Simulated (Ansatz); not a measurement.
```xyz
9

C    -0.4013    1.4993    1.5627
C    -0.8411    0.1111    1.5419
O    -0.1313   -0.6210    0.3391
H     0.6248    1.7473    1.8464
H    -1.0986    2.3069    1.3276
H    -1.9147   -0.0393    1.3734
H    -0.4696   -0.4943    2.3809
H    -0.2652   -0.1891   -0.5275
H    -0.3231   -1.5772    0.2657
```

Geometry: PBE0-D3(BJ)/def2-SVP.

These are results of Ansatz 0.2.0, isolated molecule in a Gaussian basis; Kohn-Sham density functional theory, functional PBE0, not measurements.

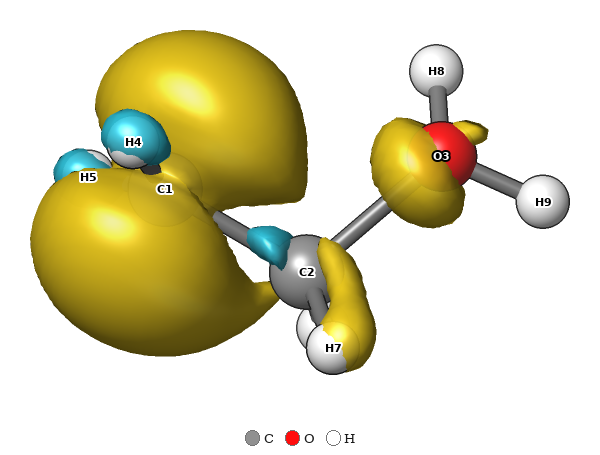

C$_{2}$H$_{6}$O (SMILES [CH2]C[OH2+]) (charge +1, doublet). Isosurfaces of the spin density (α minus β) at +0.03 (yellow) and −0.03 e/Å³ (cyan), seen across its widest extent.

> Describe the spin distribution.

The unpaired spin (1 electron) lies mostly on C1 (about 0.7) and C2 (about 0.1), in electrons by Hirshfeld's partition.
